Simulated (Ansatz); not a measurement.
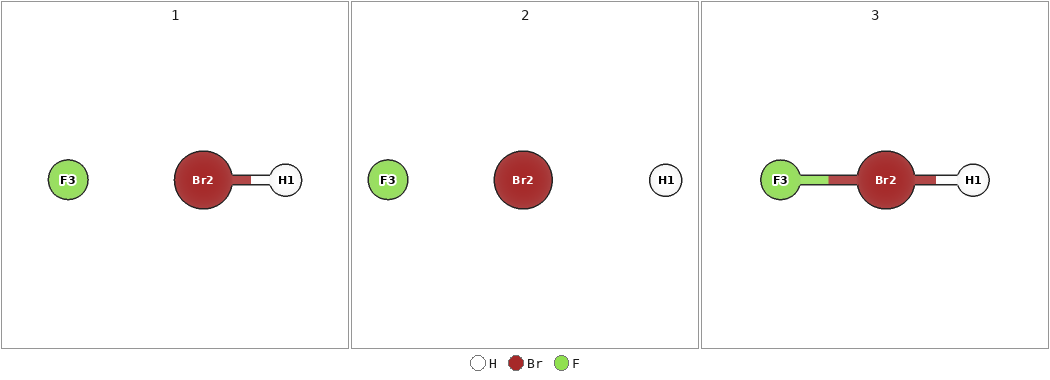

The system H⁻ + BrF. First axis: distance H1–Br2. Second axis: distance Br2–F3. Nothing is relaxed (the angle H1–Br2–F3 is fixed at 180 degrees). Grid: 17 × 17 points. Points are written as (first, second). Energies: eV, counted from the lowest grid point. The reference is spin-restricted, so regions where a bond is pulled apart into radicals lie too high. Level of theory: Ansatz, RKS PBE0-D4/def2-SVPD.

The numbered pictures are structures from this grid.

Question: Rank them by energy, lowest first.

Answer: 1, at (1.472 Å, 2.423 Å): 0.00 eV; 3, at (1.561 Å, 1.887 Å): 0.74 eV; 2, at (2.553 Å, 2.423 Å): 2.66 eV.

The map, with the structures marked:

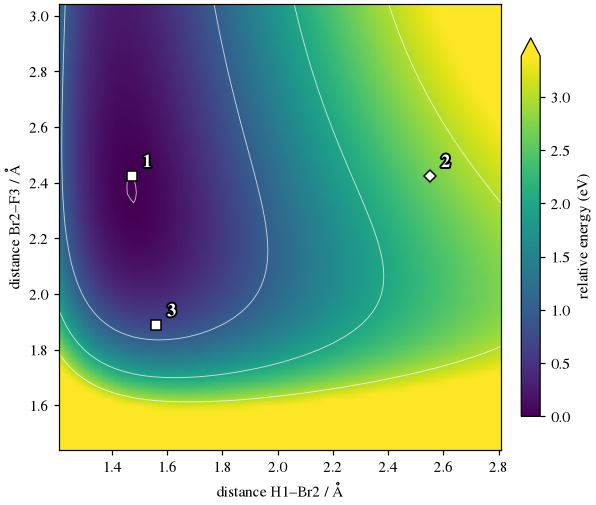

In the figure: a smooth colour map with a few white contour lines, one colour for all values above the top of the scale. Between grid points the surface is interpolated.
